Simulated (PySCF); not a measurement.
**C2H5Al (SMILES C=[CH][AlH2]), step by step**

We compute a geometry optimisation (HF-D3(BJ)/def2-SVP), then vibrational wavenumbers, then the energy (LC-wPBE/pcseg-1), then the vertical excitations (EOM-CCSD/6-31+G*) of C2H5Al. Input form: a Python script.

Program for the calculation: PySCF 2.14.0.

## Step 1: The system as given

C2H5Al has 8 atoms, charge 0, and is taken as a singlet. SMILES: `C=[CH][AlH2]`. All atoms were displaced at random from a relaxed shape. The run starts from this shape.

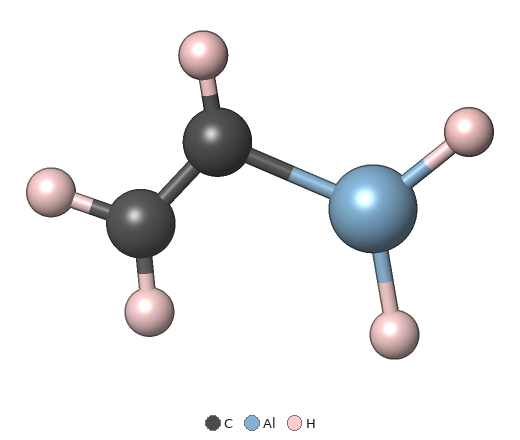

Viewed from a chosen angle; carbon dark grey, aluminium light blue, hydrogen pink.

## Step 2: A geometry optimisation at HF-D3(BJ)/def2-SVP (sfX2C) (run 1)

Contents of job.py:

```python
from pyscf import gto, scf
from pyscf.geomopt.geometric_solver import kernel as optimise

system = gto.M(
    atom='''
C   -1.033755   0.776484  -0.366634
C    0.222300   0.759623   0.154621
Al   0.895651  -1.155991   0.245608
H   -1.676713  -0.014662  -0.726864
H   -1.464279   1.825384  -0.518353
H    0.802444   1.588257   0.525538
H    2.234238  -1.383890   0.918421
H    0.054497  -2.366067  -0.262357
''',
    basis='def2-svp',
    max_memory=1860,
    verbose=3,
)

mf = scf.RHF(system)
mf = mf.x2c()
mf.disp = 'd3bj'
converged, mol_eq = optimise(mf, maxsteps=100)
print('converged:', converged)
print(mol_eq.tostring())

mf.reset(mol_eq)
system = mol_eq
mf.kernel()
energy = mf.e_tot
print('E(%s) = %.9f' % ('HF', energy))
```

On the command line:

```bash
$ OMP_NUM_THREADS=1 python job.py
```

Output:

```text
maxiter                   100
[... 40 lines left out ...]
> Will converge when all 5 criteria are reached:
[... 28 lines left out ...]
Step    0 : Gradient = 4.727e-02/8.667e-02 (rms/max) Energy = -320.8382012761
[... 52 lines left out ...]
converged SCF energy = -320.855720417394
[... 62 lines left out ...]
converged SCF energy = -320.855944758269
[... 62 lines left out ...]
converged SCF energy = -320.85594809264
[... 53 lines left out ...]
Converged! =D
[... 1 line left out ...]
converged: True
C          -1.01666150        0.84115911       -0.38390079
C           0.18909986        0.66400936        0.15054447
Al          0.90553199       -1.12880259        0.29041771
[... 4 lines of this table left out ...]
H           0.00222484       -2.30637233       -0.24784090
converged SCF energy = -320.855948331382
E(HF) = -320.855948331
```

It took 35 s on 1 thread of Arm Neoverse V1, shared host; peak memory 0.18 GiB.

Steps, from the record of the run:

```csv
step,energy from the first frame kept (eV),largest force (eV/Å)
0,0.0000,4.4566
1,-0.3674,0.9050
2,-0.4471,0.6879
3,-0.4767,0.1642
4,-0.4811,0.1240
5,-0.4826,0.0730
6,-0.4828,0.0190
7,-0.4829,0.0058
8,-0.4829,0.0065
9,-0.4829,0.0064
10,-0.4829,0.0044
11,-0.4829,0.0011
```

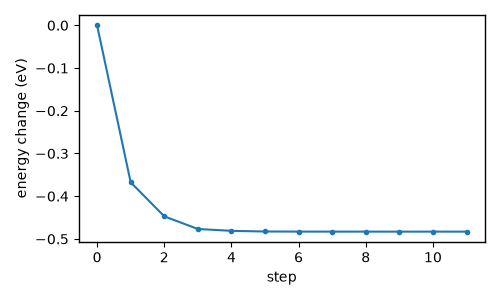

Energy along the run.

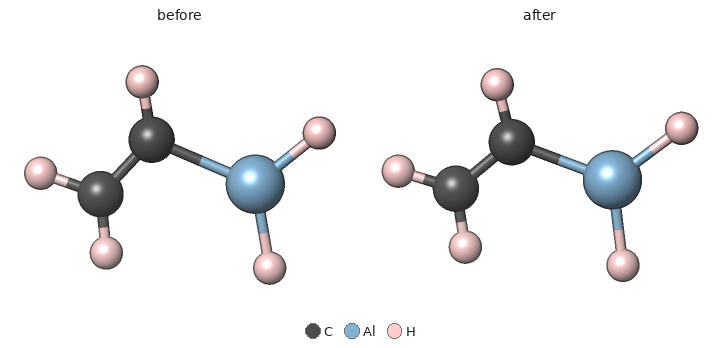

Before and after, at one scale.

After the run. Bond lengths: C1–C2 1.331 Å, C2–Al3 1.936 Å, C1–H4 1.084 Å, C1–H5 1.085 Å, C2–H6 1.086 Å, Al3–H7 1.579 Å, Al3–H8 1.579 Å. Angles: C1–C2–Al3 119.2°, C1–C2–H6 116.6°, Al3–C2–H6 124.2°, C2–C1–H4 121.6°, C2–C1–H5 122.8°, C2–Al3–H7 122.3°, C2–Al3–H8 117.0°, H4–C1–H5 115.5°, H7–Al3–H8 120.7°.

## Step 3: Vibrational wavenumbers at HF-D3(BJ)/def2-SVP (sfX2C) (run 2)

Contents of input.py:

```python
from pyscf import gto, scf, symm
from pyscf.hessian import thermo

mol = gto.M(
    atom='''
C   -1.274485   1.068284  -0.472144
C   -0.068724   0.891134   0.062301
Al   0.647708  -0.901678   0.202175
H   -1.865272   0.232917  -0.831215
H   -1.732705   2.045763  -0.579363
H    0.451844   1.783862   0.395167
H    2.069024  -1.194897   0.823199
H   -0.255599  -2.079247  -0.336084
''',
    max_memory=1860,
    charge=0,
    spin=0,
    verbose=3,
    basis='def2-svp',
)

mf = scf.RHF(mol)
mf = mf.x2c()
mf.disp = 'd3bj'
mf.kernel()

etot = mf.e_tot
print('E = %.10f Eh' % etot)
hess = mf.Hessian().kernel()
modes = thermo.harmonic_analysis(mol, hess)
thermo.dump_normal_mode(mol, modes)
symm.geom.TOLERANCE = 1e-3  # for the symmetry number
th = thermo.thermo(mf, modes['freq_au'], 800, 101325)
thermo.dump_thermo(mol, th)
```

On the command line:

```bash
$ OMP_NUM_THREADS=1 python input.py
```

Output:

```text
converged SCF energy = -320.855948331345
E = -320.8559483313 Eh

WARN: DFTD3 does not support analytical Hessian, using finite difference

WARN: Mole.unit (angstrom) is changed to Bohr

[... 86 lines left out ...]
Gibbs free energy [Eh] -320.88838
```

It took 40 s on 1 thread of Arm Neoverse V1, shared host; peak memory 0.2 GiB.

## Step 4: A single-point energy at LC-wPBE/pcseg-1 (run 3)

Contents of run.py:

```python
from pyscf import gto, dft

mol = gto.Mole()
mol.atom = '''
C     -1.016661     0.841159    -0.383901
C      0.189100     0.664009     0.150544
Al     0.905532    -1.128803     0.290418
H     -1.607448     0.005792    -0.742972
H     -1.474881     1.818638    -0.491120
H      0.709668     1.556737     0.483410
H      2.326848    -1.422022     0.911442
H      0.002225    -2.306372    -0.247841
'''
mol.max_memory = 1860
mol.basis = 'pcseg-1'
mol.charge = 0
mol.verbose = 4
mol.build()

calc0 = dft.RKS(mol)
calc0.xc = 'lc_wpbe'
calc0.kernel()

etot = calc0.e_tot
print('E(%s) = %.9f' % ('LC-WPBE', etot))
dip = calc0.dip_moment()
pop, q = calc0.mulliken_pop()
```

On the command line:

```bash
$ OMP_NUM_THREADS=1 python run.py
```

Output:

```text
PySCF version 2.14.0

[... 73 lines left out ...]
converged SCF energy = -321.435232095318
[... 1 line left out ...]
Dipole moment(X, Y, Z, Debye): -0.39698,  0.62411, -0.11634
[... 80 lines left out ...]
charge of    7H =     -0.20614
```

Run time: 13 s. Hardware: 1 thread of Arm Neoverse V1, shared host; peak memory 0.34 GiB.

## Step 5: The vertical excitations at EOM-CCSD/6-31+G(d) (spherical functions, root kind ee, spin of roots triplet) (run 4)

Contents of input.py:

```python
import numpy
from pyscf import gto, scf, cc

system = gto.M(
    atom='''
C     -1.016661     0.841159    -0.383901
C      0.189100     0.664009     0.150544
Al     0.905532    -1.128803     0.290418
H     -1.607448     0.005792    -0.742972
H     -1.474881     1.818638    -0.491120
H      0.709668     1.556737     0.483410
H      2.326848    -1.422022     0.911442
H      0.002225    -2.306372    -0.247841
''',
    basis='6-31+g*',
    charge=0,
    verbose=3,
    max_memory=1860,
)

mf = scf.RHF(system)
mf.kernel()

mycc = cc.CCSD(mf, frozen=7)
mycc.kernel()
e_tot = mycc.e_tot
print('Final energy', e_tot)

e, vec = mycc.eomee_ccsd_triplet(nroots=10)
roots = numpy.atleast_1d(e) * 27.211386
print('EOM-EE-CCSD roots (eV)')
for i, w in enumerate(roots, 1):
    print('%3d %10.4f' % (i, w))
```

On the command line:

```bash
$ OMP_NUM_THREADS=1 python input.py
```

Output:

```text
converged SCF energy = -320.511247573882
E(CCSD) = -320.848753286003  E_corr = -0.337505712120976
Final energy -320.84875328600305
EOM-EE-CCSD roots (eV)
  1     4.2154
  2     4.9782
  3     5.4070
  4     6.7666
  5     6.8329
  6     7.3242
  7     7.3647
  8     7.7904
  9     8.0068
 10     8.0333
```

Run time: 83 s. Hardware: 1 thread of Arm Neoverse V1, shared host; peak memory 0.37 GiB.

The roots found:

```csv
excited state,energy (eV)
1,4.215
2,4.978
3,5.407
4,6.767
5,6.833
6,7.324
7,7.365
8,7.790
9,8.007
10,8.033
```

## Step 6: What came out

```
                                                                         quantity             value
                               run 1, HF-D3(BJ)/def2-SVP: total energy at the end     -320.85595 Eh
                                         run 1, HF-D3(BJ)/def2-SVP: dipole moment            0.88 D
                                           run 1, HF-D3(BJ)/def2-SVP: HOMO energy         -10.42 eV
                                           run 1, HF-D3(BJ)/def2-SVP: LUMO energy           1.36 eV
                                         run 1, HF-D3(BJ)/def2-SVP: HOMO–LUMO gap          11.78 eV
                                     run 1, HF-D3(BJ)/def2-SVP: dispersion energy    -106.12 kJ/mol
                            run 2, HF-D3(BJ)/def2-SVP: lowest harmonic wavenumber          174 cm⁻¹
                           run 2, HF-D3(BJ)/def2-SVP: highest harmonic wavenumber         3368 cm⁻¹
                                     run 2, HF-D3(BJ)/def2-SVP: zero-point energy      153.4 kJ/mol
run 2, HF-D3(BJ)/def2-SVP: ideal-gas entropy at 800 K (symmetry number 1 as used)  91.3 cal/(mol K)
                                             run 3, LC-wPBE/pcseg-1: total energy     -321.43523 Eh
                                            run 3, LC-wPBE/pcseg-1: dipole moment            0.75 D
                                              run 3, LC-wPBE/pcseg-1: HOMO energy         -10.89 eV
                                              run 3, LC-wPBE/pcseg-1: LUMO energy           0.32 eV
                                            run 3, LC-wPBE/pcseg-1: HOMO–LUMO gap          11.20 eV
                       run 4, EOM-CCSD/6-31+G*: ground-state or mean-field energy     -320.84875 Eh
                    run 4, EOM-CCSD/6-31+G*: dipole moment (Hartree–Fock density)            0.77 D
                     run 4, EOM-CCSD/6-31+G*: HOMO energy (Hartree–Fock orbitals)         -10.37 eV
                     run 4, EOM-CCSD/6-31+G*: LUMO energy (Hartree–Fock orbitals)           0.90 eV
                   run 4, EOM-CCSD/6-31+G*: HOMO–LUMO gap (Hartree–Fock orbitals)          11.27 eV
             run 4, EOM-CCSD/6-31+G*: correlation energy (7 core orbitals frozen)        -337.5 mEh
                                           run 4, EOM-CCSD/6-31+G*: T1 diagnostic             0.013
                        run 4, EOM-CCSD/6-31+G*: lowest triplet excitation energy           4.22 eV
```

In words: The optimisation (run 1, HF-D3(BJ)/def2-SVP) took 11 steps and changed the energy by -0.483 eV. Mulliken charges (run 1, HF-D3(BJ)/def2-SVP) run from -0.46 on C2 to +0.85 on Al3. All 18 modes (run 2, HF-D3(BJ)/def2-SVP) are real, so the shape is a minimum at this level. Mulliken charges (run 4, EOM-CCSD/6-31+G*) of the mean-field density run from -0.52 on C2 to +0.66 on Al3; in a basis this large or diffuse they mean little.
